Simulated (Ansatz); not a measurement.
A series of calculations on C2H5NSi

## 1. Relaxation

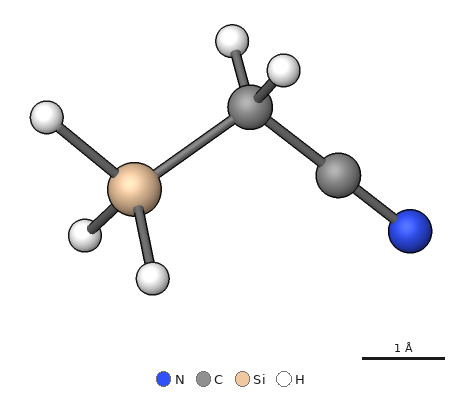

C2H5NSi, before the relaxation. The picture is a ball-and-stick view, seen from a free direction.

The run prepares an end point of a later path (hydrogen shift) calculation, from a guessed geometry.

These are results of UKS PBE-D4/def2-SVP (Ansatz), not measurements.

Input file:
```yaml
crystal:
  periodic: [false, false, false]
  atoms:
    - { symbol: "N", position_ang: [2.7675, -0.4326, -0.1564] }
    - { symbol: C, position_ang: [1.6436, 0.0427, -0.2689] }
    - { symbol: C, position_ang: [0.2698, 0.611, -0.419] }
    - { symbol: Si, position_ang: [-0.9127, -0.4407, 0.3904] }
    - { symbol: H, position_ang: [0.07, 0.7274, -1.4856] }
    - { symbol: H, position_ang: [0.2814, 1.6264, 0.0382] }
    - { symbol: H, position_ang: [-2.2973, 0.175, 0.2247] }
    - { symbol: H, position_ang: [-0.997, -1.782, -0.2347] }
    - { symbol: H, position_ang: [-0.7368, -0.5734, 1.8942] }
magnetization:
  spin_polarized: true
basis:
  gaussian: { orbitals: def2-SVP }
hamiltonian:
  xc: pbe
  dispersion: d4
relax:
  f_tol: 0.02
  max_steps: 50
```

Launched with:
```bash
ansatz run input.yaml --threads 2 --pin off --max-ram 3072MiB --backend cpu --events-out ev --progress --plain --runs-dir out
```

Q: Predict the outcome.

A: The atom that moves furthest after the best rigid fit is Si4 (0.097 Å). By element the largest moves are Si 0.097 Å, C 0.068 Å, H 0.050 Å, N 0.041 Å. Near-neighbour distances that change, for instance: C3–Si4 1.778 → 1.922 Å, N1–C2 1.225 → 1.173 Å, C2–C3 1.494 → 1.453 Å, Si4–H7 1.524 → 1.503 Å. Among the angles between lasting bonds that change: C3–Si4–H9 115.2° → 109.4°, H7–Si4–H9 104.4° → 110.0°, H7–Si4–H8 105.5° → 110.0°. After 5 geometry steps the energy has fallen by 0.427 eV. The largest force component goes from 4.8 to 0.012 eV/Å.

The structure at the end:

```xyz
9

N     2.7292   -0.4203   -0.1488
C     1.6715    0.0676   -0.2838
C     0.3366    0.6248   -0.4201
Si   -1.0000   -0.4722    0.4188
H     0.0832    0.7385   -1.4958
H     0.3032    1.6390    0.0322
H    -2.3318    0.1944    0.2167
H    -1.0027   -1.8294   -0.2202
H    -0.7008   -0.5885    1.8841
```

After the run, drawn alike:

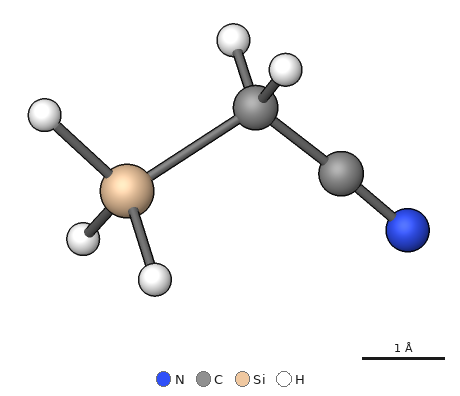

## 2. Relaxation

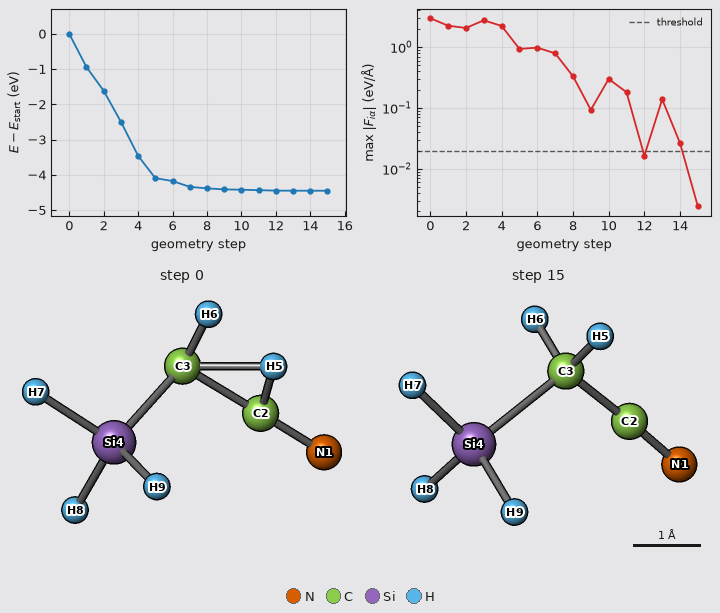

First and last geometry of a relaxation of C$_{2}$H$_{5}$NSi, with the history of the run. The picture is a ball-and-stick view, seen at a tilt.

The run prepares an end point of a later path (hydrogen shift) calculation, from a guessed geometry.

Theory: UKS PBE-D4/def2-SVP (Ansatz 0.2.0). Set-up: collinear spin; force threshold 0.02 eV/Å; at most 50 steps.

Read the history and describe the run.

Answer. It converged. After 15 geometry steps the energy has fallen by 4.449 eV. The largest force component goes from 3 to 0.0024 eV/Å. The forces were under the threshold at step 12, but the run went on from there. The largest move after the best rigid fit is that of H6, 1.18 Å. By element the largest moves are H 1.18 Å, C 0.48 Å, N 0.21 Å, Si 0.12 Å. Near-neighbour distances that change, for instance: C2–H5 1.090 → 2.108 Å, C3–H5 1.392 → 1.111 Å, C3–Si4 1.778 → 1.922 Å, N1–C2 1.225 → 1.173 Å. Bonds break, among them: C2–H5 (1.09 → 2.11 Å). Bond angles that change, for instance: C2–C3–H5 44.2° → 109.9°, H5–C3–H6 63.5° → 107.0°, Si4–C3–H5 119.5° → 108.7°.

## 3. Path

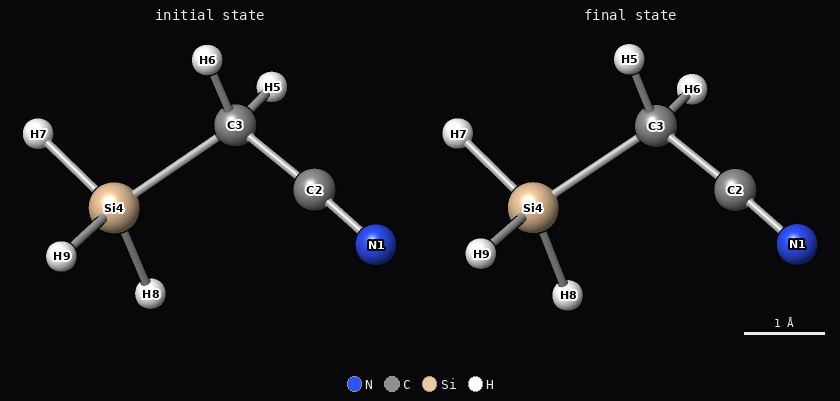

The two relaxed end points of a path for C2H5NSi. The picture is a ball-and-stick view, seen from a free direction.

The calculation used UKS PBE-D4/def2-SVP (Ansatz 0.2.0).

Set-up: 9 movable images; climbing image; force threshold 0.03 eV/Å; iteration limit 60.

Start:
```xyz
9

N     2.7292   -0.4205   -0.1483
C     1.6716    0.0675   -0.2835
C     0.3368    0.6248   -0.4200
Si   -1.0001   -0.4722    0.4186
H     0.0835    0.7385   -1.4958
H     0.3033    1.6390    0.0323
H    -2.3318    0.1945    0.2163
H    -1.0028   -1.8293   -0.2205
H    -0.7011   -0.5885    1.8839
```

End:
```xyz
9

N     2.7348   -0.4160   -0.1549
C     1.6744    0.0670   -0.2850
C     0.3381    0.6223   -0.4178
Si   -1.0021   -0.4725    0.4190
H     0.3038    1.6360    0.0355
H     0.0827    0.7383   -1.4928
H    -2.3320    0.1967    0.2127
H    -1.0050   -1.8302   -0.2190
H    -0.7062   -0.5877    1.8852
```

### What barrier does the band find between them, and by what path?

The two ends have the same energy, and the highest point, image 5, lies 3.63 eV above the start. No bond forms or breaks between the ends. Among the angles between lasting bonds that change up to the highest image: Si4–C3–H6 108.8° → 55.0°, Si4–C3–H5 108.8° → 144.0°. The band is converged. At the top, the vibrational analysis gives one imaginary mode (1212i cm⁻¹), as a transition state must have.

Energies of the converged images:

| image | path (Å) | E (eV) |
| --- | --- | --- |
| 0 | 0.00 | 0.000 |
| 1 | 0.51 | 0.076 |
| 2 | 1.01 | 0.446 |
| 3 | 1.52 | 1.389 |
| 4 | 2.02 | 2.801 |
| 5 | 2.53 | 3.634 |
| 6 | 3.02 | 2.799 |
| 7 | 3.51 | 1.311 |
| 8 | 4.00 | 0.408 |
| 9 | 4.49 | 0.065 |
| 10 | 4.99 | 0.000 |

The geometry at the top of the path:

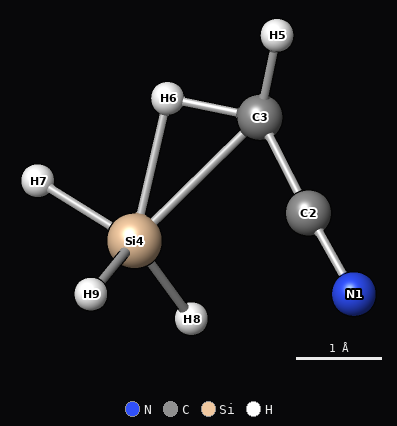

Cost: 5.5 min on 2 threads of AMD EPYC 9R45 96-Core Processor (Zen 5) (shared host), peak memory 0.17 GiB.
